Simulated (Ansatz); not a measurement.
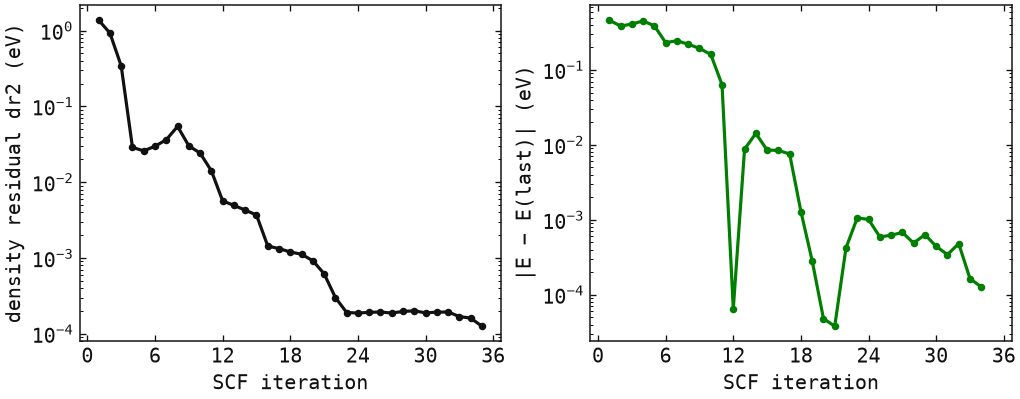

The plot shows the SCF iterations of a calculation: density residual dr2, distance of the Harris–Foulkes energy from its last value.

FeCo2 (6 atoms in the cell), run with Ansatz.

```
crystal:
  lattice:
    - [2.4973523517, 0.0, 0.0]
    - [-1.2486761759, 2.1627705787, 0.0]
    - [0.0, 0.0, 12.4353260124]
  atoms:
    - { symbol: Fe, position: [0.3333333333, 0.6666666667, 0.8306577767], spin: 2.7, spin_axis: [0, 0, 1] }
    - { symbol: Fe, position: [0.3333333333, 0.6666666667, 0.1693422233], spin: 2.7, spin_axis: [0, 0, 1] }
    - { symbol: Co, position: [0.3333333333, 0.6666666667, 0.5], spin: 1.87, spin_axis: [0, 0, 1] }
    - { symbol: Co, position: [0.6666666667, 0.3333333333, 0.0], spin: 1.87, spin_axis: [0, 0, 1] }
    - { symbol: Co, position: [0.6666666667, 0.3333333333, 0.3383967843], spin: 1.87, spin_axis: [0, 0, 1] }
    - { symbol: Co, position: [0.6666666667, 0.3333333333, 0.6616032157], spin: 1.87, spin_axis: [0, 0, 1] }
basis:
  ecutwfc: 420
kpoints:
  mp_grid: { grid: [18, 18, 4] }
hamiltonian:
  xc: pbe
  pseudopotentials: { kind: paw_fr }
scf:
  occupations: { method: gaussian, width: 0.1 }
  mixing:
    algorithm: broyden
    beta: 0.1
    ndim: 2
    preconditioner: kerker_dos
output:
  forces: true
  eigenvalues: true
  stress: true
magnetization:
  noncollinear: true
  spin_orbit: true
```

Launched with:
```bash
ansatz run input.yaml --threads 4 --pin off --max-ram 8192MiB --backend cpu --events-out ev --progress --plain --runs-dir out
```

> Was self-consistency reached?

It did not finish: the time limit cut it off after 35 iterations. The residual stalls around 2 × 10⁻⁴ from about step 22 on. The program keeps the magnetisation out of the quasi-Newton mixer until iteration 9 and then restarts the mixer with it.

> What is the residual at the start and at the end?

It starts near 1 and ends near 10⁻⁴ eV.
